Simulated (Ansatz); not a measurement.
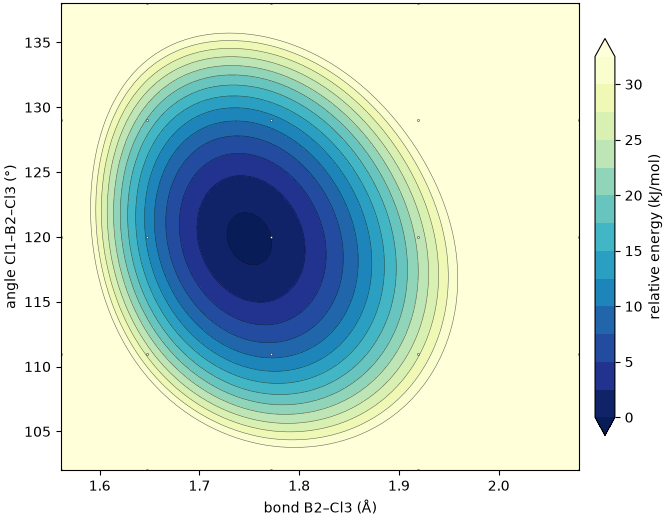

BCl2I, SMILES ClB(Cl)I. Two internal coordinates are moved rigidly from the geometry relaxed at PBE0-D4/def2-TZVP, all others fixed. First axis: bond B2–Cl3. Second axis: angle Cl1–B2–Cl3. The scan uses a 5 × 5 grid. All energies are given in kJ/mol relative to the lowest grid point. Computed with RKS PBE-D4/def2-TZVPP (Ansatz).

Drawn: filled contours, dots at the grid points, one colour for all values above the top of the scale. Between grid points the surface is interpolated.

### Where is the minimum, and how stiff is the well along each coordinate?

The interpolated minimum is at bond B2–Cl3 ≈ 1.747 Å, angle Cl1–B2–Cl3 ≈ 120°. The curvatures there are about 22 eV/Å² and 8.5 eV/rad², with a cross term of about 2.3 eV/(Å·rad). Round the minimum the valley is somewhat tilted: raising bond B2–Cl3 shifts the best value of angle Cl1–B2–Cl3 downwards (coupling k₁₂/√(k₁₁k₂₂) about 0.2). (1 eV is 96.5 kJ/mol.)
